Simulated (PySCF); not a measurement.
SMILES S, singlet at its PBE0/def2-SVP optimised geometry (Å):

```
3

S     -0.6496    -0.6741     0.0000
H      0.6996    -0.6741     0.0000
H     -0.6996     0.6741     0.0000
```

Computed with PBE0/def2-TZVP in PySCF. Cells within 0.4 Å of a nucleus heavier than hydrogen are left out (blank, or x).

Map of the Laplacian of the electron density (e/bohr⁵), clipped to [-1.50, 1.50] on the plane z = 0.0 Å:

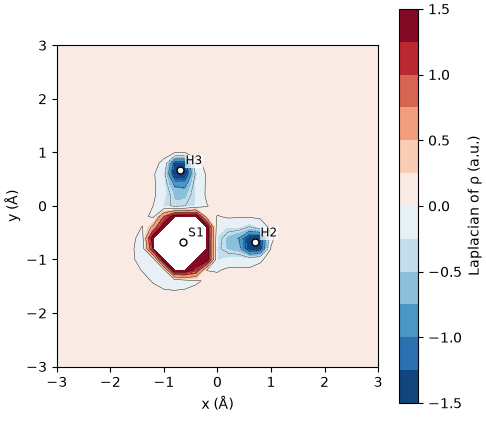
Figure: Laplacian of the electron density (e/bohr⁵), clipped to [-1.50, 1.50] on the plane z = 0.0 Å.
